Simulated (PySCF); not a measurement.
**singlet PO+: levels of theory compared**

We compute a comparison of 6 runs (BHLYP/cc-pVTZ, BLYP/cc-pVTZ, CAM-B3LYP/cc-pVTZ, wB97M-V/cc-pVTZ, CCSDT/cc-pVTZ, CCSD(T)/cc-pVTZ) of singlet PO+. 

The results are computed with PySCF 2.14.0.

2 further runs of the same task are left out: 2 set aside as unsound or not needed. Runs told in other sessions of the task aren't counted.

### Step 1. The molecule

The species is PO+ (2 atoms), meant as a singlet with charge +1. SMILES of the parent species: `O=[P]`. The coordinates come from a GFN2-xTB relaxation. That shape belongs to the parent species and isn't relaxed for this state.

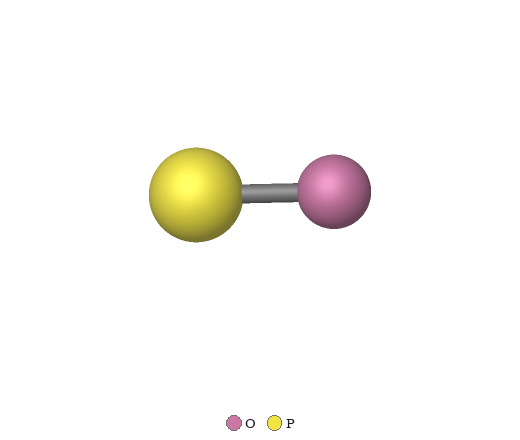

Viewed from a chosen angle; oxygen pink, phosphorus yellow.

### Step 2. A single-point energy at BHLYP/cc-pVTZ (run 1)

Input file calc.py:

```python
from pyscf import gto, dft

mol = gto.M(
    atom='O 0.000000 0.000000 0.000000; P 0.000000 0.000000 1.455090',
    spin=0,
    verbose=3,
    basis='cc-pvtz',
    charge=1,
    max_memory=1860,
)

myscf = dft.RKS(mol)
myscf.xc = 'bhandhlyp'
myscf.grids.level = 5
myscf.conv_tol = 1e-10
myscf.kernel()
if not myscf.converged:
    myscf = myscf.newton().run(myscf.mo_coeff, myscf.mo_occ)

e_final = myscf.e_tot
print('E(%s) = %.9f' % ('BHLYP', e_final))
```

The run is started by

```console
$ OMP_NUM_THREADS=1 python calc.py
```

The log of the run:

```text
converged SCF energy = -416.227934731609
E(BHLYP) = -416.227934732
```

Run time: 4.2 s. Hardware: 1 thread of Arm Neoverse V1, shared host; peak memory 0.3 GiB.

### Step 3. A single-point energy at BLYP/cc-pVTZ (run 2)

Input file input.py:

```python
from pyscf import gto, dft

mol = gto.M(
    atom='''
O    0.000000   0.000000   0.000000
P    0.000000   0.000000   1.455090
''',
    max_memory=1860,
    basis='cc-pvtz',
    charge=1,
    verbose=3,
    spin=0,
)

calc0 = dft.RKS(mol)
calc0.xc = 'blyp'
calc0.grids.level = 5
calc0.conv_tol = 1e-10
calc0.kernel()
if not calc0.converged:
    calc0 = calc0.newton().run(calc0.mo_coeff, calc0.mo_occ)

etot = calc0.e_tot
print('E(%s) = %.9f' % ('BLYP', etot))
```

The run is started by

```console
$ OMP_NUM_THREADS=1 python input.py
```

The log of the run:

```text
converged SCF energy = -416.283172323595
E(BLYP) = -416.283172324
```

It took 4.5 s on 1 thread of Arm Neoverse V1, shared host; peak memory 0.3 GiB.

Runs 3 to 5 aren't shown in full; the table further down has their settings and results.

### Step 4. The energy at CCSD(T)/cc-pVTZ (run 6)

Input file run.py:

```python
from pyscf import gto, cc

molecule = gto.Mole()
molecule.atom = [
    ('O', (0.000000, 0.000000, 0.000000)),
    ('P', (0.000000, 0.000000, 1.455090)),
]
molecule.spin = 0
molecule.basis = 'cc-pvtz'
molecule.verbose = 3
molecule.max_memory = 1860
molecule.charge = 1
molecule.build()

mf = molecule.RHF()
mf.conv_tol = 1e-10
mf.kernel()
if not mf.converged:
    mf = mf.newton().run(mf.mo_coeff, mf.mo_occ)

mycc = cc.CCSD(mf, frozen=6)
mycc.kernel()
e_t = mycc.ccsd_t()
etot = mycc.e_tot + e_t
print('E(%s) = %.9f' % ('CCSD(T)', etot))
```

The run is started by

```console
$ OMP_NUM_THREADS=1 python run.py
```

The log of the run:

```text
converged SCF energy = -415.315801178567
E(CCSD) = -415.6785461926587  E_corr = -0.3627450140912621
CCSD(T) correction = -0.0212751548302805
E(CCSD(T)) = -415.699821347
```

Wall time 3.6 s (1 thread of Arm Neoverse V1, shared host); peak memory 0.19 GiB.

### Step 5. The series

```csv
run,level,nlc grid,integration grid,energy (Eh),HOMO energy (eV),LUMO energy (eV),HOMO–LUMO gap (eV),wall time
1,BHLYP/cc-pVTZ,–,5,-416.227935,-20.97,-10.31,10.66,4.2 s
2,BLYP/cc-pVTZ,–,5,-416.283172,-17.78,-12.27,5.51,4.5 s
3,CAM-B3LYP/cc-pVTZ,–,5,-416.253088,-21.01,-10.15,10.85,6 s
4,wB97M-V/cc-pVTZ,1,5,-416.243136,-21.88,-8.99,12.89,14 s
5,CCSDT/cc-pVTZ,–,–,-415.699929,-23.07,-7.58,15.49,4.4 min
6,CCSD(T)/cc-pVTZ,–,–,-415.699821,-23.07,-7.58,15.49,3.6 s
```

### Step 6. Summary of results

```
                                          quantity          value
                               run 6: total energy  -415.69982 Eh
        run 6: HOMO energy (Hartree–Fock orbitals)      -23.07 eV
        run 6: LUMO energy (Hartree–Fock orbitals)       -7.58 eV
      run 6: HOMO–LUMO gap (Hartree–Fock orbitals)       15.49 eV
run 6: correlation energy (6 core orbitals frozen)     -384.0 mEh
                             run 6: (T) correction     -21.28 mEh
                              run 6: T1 diagnostic          0.028
```

**Reading.** Over runs 1, 2, 3, 4 the HOMO–LUMO gap runs from 5.51 eV (BLYP/cc-pVTZ) to 12.89 eV (wB97M-V/cc-pVTZ). Totals of different functionals can't be ranked against each other. All runs together took 5 min, the longest 4.4 min.
